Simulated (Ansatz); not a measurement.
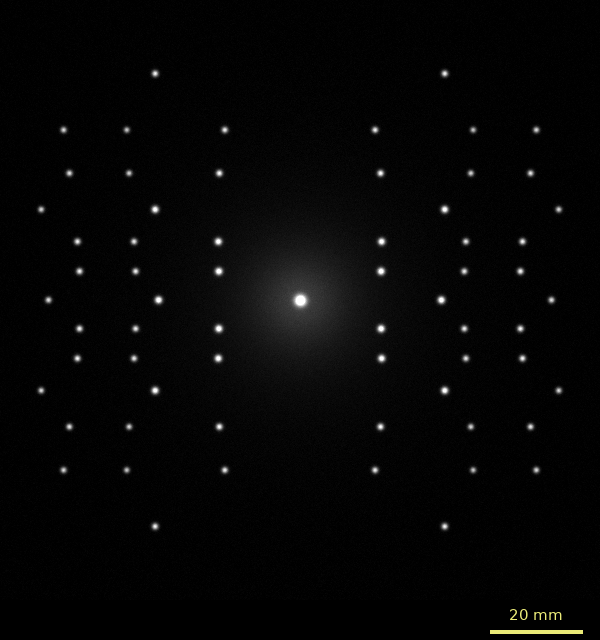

Simulated X-ray rotation photograph: Mo Kα radiation (λ = 0.7107 Å), cylindrical film of radius 57.3 mm unrolled, rotation axis vertical and normal to the beam, kinematic intensities without Lorentz or polarisation factors, the film spanning ±63° about the beam; spots down to d = 0.72 Å.

### What lattice repeat along the rotation axis do the layer lines give?

The first layer line lies 6.3 mm from the equator, so tan ν = 0.110, sin ν = 0.109 and the period is λ/sin ν = 6.50 Å. Further lines follow at 12.8, 19.9, 27.8, 37.4, 49.7 mm.

The crystal is Rh, space group Fm-3m (No. 225), a = 3.755 Å. Structure: the input geometry of an electronic-structure calculation (not necessarily at equilibrium).

### About which axis was it rotated?

About [111] (or an equivalent direction), whose length in the conventional cell is 6.504 Å.
